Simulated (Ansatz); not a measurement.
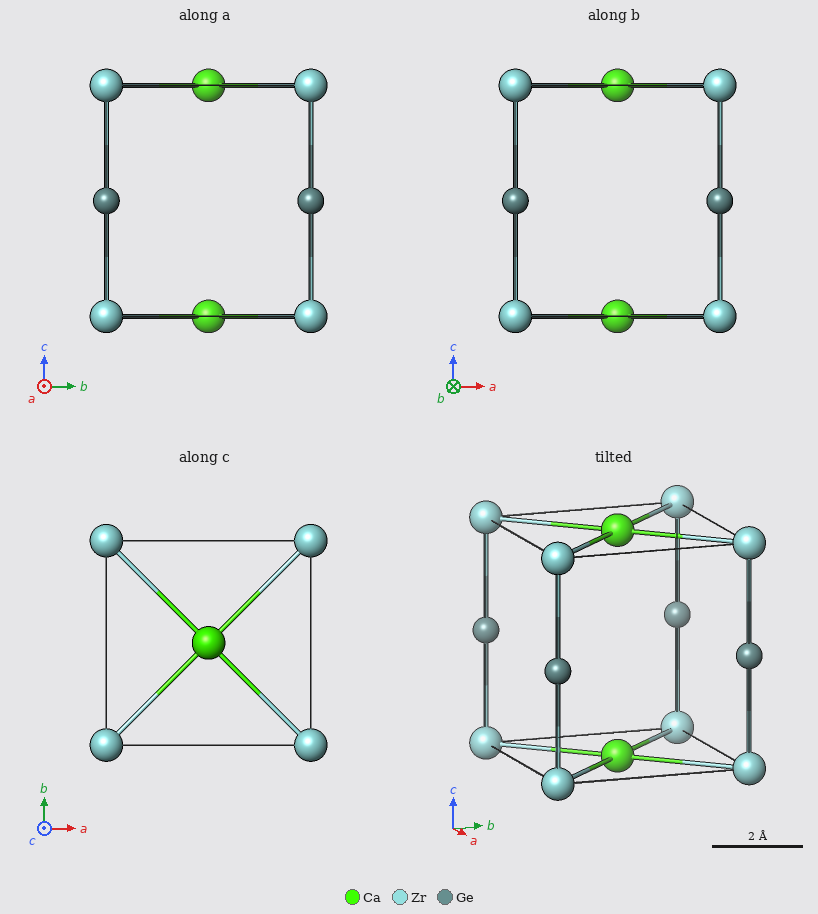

This ball-and-stick model is shown along the a axis, along the b axis, along the c axis and slightly off an axis. The edges of the conventional unit cell are marked.

Lattice parameters: a = 4.559 Å, b = 4.559 Å, c = 5.152 Å, α = 90.00°, β = 90.00°, γ = 90.00°.

> Reconstruct the structure as a table of Wyckoff sites.

Space group P4/mmm (No. 123).
```csv
atom,site,x,y,z
Ca,1c,0.5000,0.5000,0.0000
Zr,1a,0.0000,0.0000,0.0000
Ge,1b,0.0000,0.0000,0.5000
```

The cell started as a random cell made by a generator, so it need not be a real form of the compound. Earlier steps of the study may have refined or changed the cell and positions. Ansatz was used for an electronic-structure calculation on it.
